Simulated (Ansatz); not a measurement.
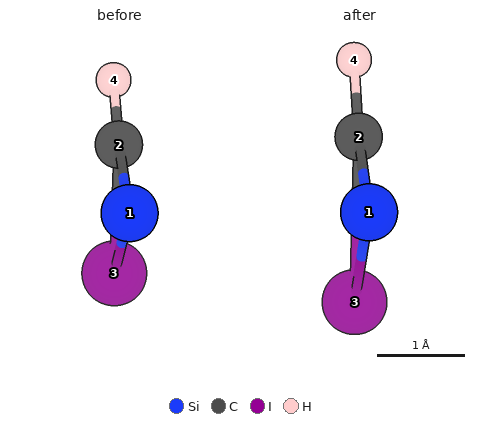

The structure of CHISi before (left) and after (right) a relaxation, at one scale.

A ball-and-stick model, seen from a free direction.

It is one of the separated reactants of a reaction.

Theory: RKS PBE-D4/def2-SVP (Ansatz 0.2.0).

Input file:
```yaml
crystal:
  periodic: [false, false, false]
  atoms:
    - {symbol: Si, position_ang: [0.644009, 1.568599, 0.196336]}
    - {symbol: C, position_ang: [-0.008276, 0.001615, -0.385786]}
    - {symbol: I, position_ang: [-0.304667, -0.816732, 1.222442]}
    - {symbol: H, position_ang: [-0.331066, -0.753482, -1.032992]}
basis:
  gaussian: {orbitals: def2-SVP}
hamiltonian: {xc: pbe, dispersion: d4}
relax: {f_tol: 0.03, max_steps: 250}
```

Command:
```bash
ansatz run in.yaml --threads 2 --pin off --events-out ev --progress --plain --max-ram 4352MiB
```

Summarise the run.

Answer. The energy falls by 158.7 kJ/mol in 6 geometry steps. Largest force component: 9.1 eV/Å at the start, 0.013 eV/Å at the end. I3 moves most after the best rigid fit: 0.33 Å. Largest moves by element: I 0.33 Å, H 0.26 Å, Si 0.09 Å, C 0.09 Å. Near-neighbour distances that change, for instance: I3–H4 2.256 → 2.836 Å, C2–I3 1.829 → 2.211 Å, Si1–C2 1.794 → 1.732 Å, C2–H4 1.046 → 1.099 Å. Bond angles that change, for instance: I3–C2–H4 99.9° → 113.6°, C2–Si1–I3 40.7° → 51.8°, Si1–C2–I3 99.5° → 90.1°. The run took 6.5 s on 2 threads of Arm Neoverse V2, on a shared host.
